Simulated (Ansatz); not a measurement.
Input

```
crystal:
  lattice:
    - [3.2826590591, 0.0, 0.0]
    - [0.0, 3.2826590591, 0.0]
    - [0.0, 0.0, 9.7217259978]
  atoms:
    - { symbol: Si, position: [0.5, 0.0, 0.3887431853] }
    - { symbol: Si, position: [0.0, 0.5, 0.1685086214] }
    - { symbol: Si, position: [0.5, 0.0, 0.8314913786] }
    - { symbol: Si, position: [0.0, 0.5, 0.6112568147] }
    - { symbol: Si, position: [0.0, 0.0, 0.0] }
    - { symbol: C, position: [0.5, 0.5, 0.2776922043] }
    - { symbol: C, position: [0.5, 0.5, 0.7223077957] }
    - { symbol: C, position: [0.0, 0.0, 0.5] }
basis:
  ecutwfc: 420
kpoints:
  mp_grid: { grid: [10, 10, 4] }
hamiltonian:
  xc: pbe
scf:
  occupations: { method: gaussian, width: 0.1 }
output:
  forces: true
  stress: true
  eigenvalues: true
  write_density: true
  write_potential: true
  elf: true
  volumetric_format: npy
relax:
  adjacent_minimum: "off"
  f_tol: 0.01
  max_steps: 30
  cell: { stress_tol: 0.1, fix: [volume] }
```

Run with:

```sh
ansatz run input.yaml --threads 1 --pin off --max-ram 2560MiB --backend cpu --events-out ev --progress --plain --runs-dir out
```

Below, planes, directions and counts refer to the conventional cell (a = 3.29 Å, b = 3.29 Å, c = 9.68 Å, α = 90.00°, β = 90.00°, γ = 90.00°).

The fields are those of the run's last geometry, not of the input's.

Space group P-4m2; a generated structure, not necessarily the stable one; changed on purpose from its base cell (volume × 1.06, shape and atoms relaxed); computed pressure about −8 GPa in this cell.

The calculation used DFT PBE, scalar-relativistic, plane waves, PAW (Ansatz 0.2.0).

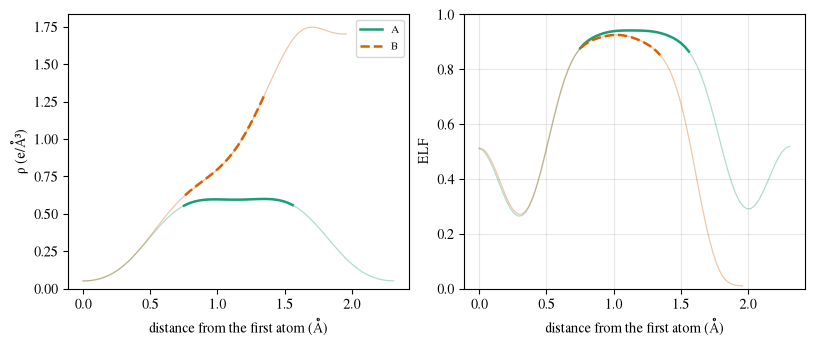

Si₅C₃. Valence charge density (pseudo) and ELF along straight lines between neighbouring atoms. Thin, pale parts lie inside the atomic spheres.

In a PAW calculation such maps are meaningful between the atoms, not at the nuclei.

Question: Which curve belongs to which contact (Si–C and Si–Si)? The first atom named is at distance zero.

Answer: Curve A: Si–Si (2.31 Å): the density is about 0.59 e/Å³ at the midpoint; the ELF peaks at about 0.95 between the atoms. Curve B: Si–C (1.96 Å): ρ is about 0.78 e/Å³ halfway; the ELF peaks at about 0.95 between the atoms.
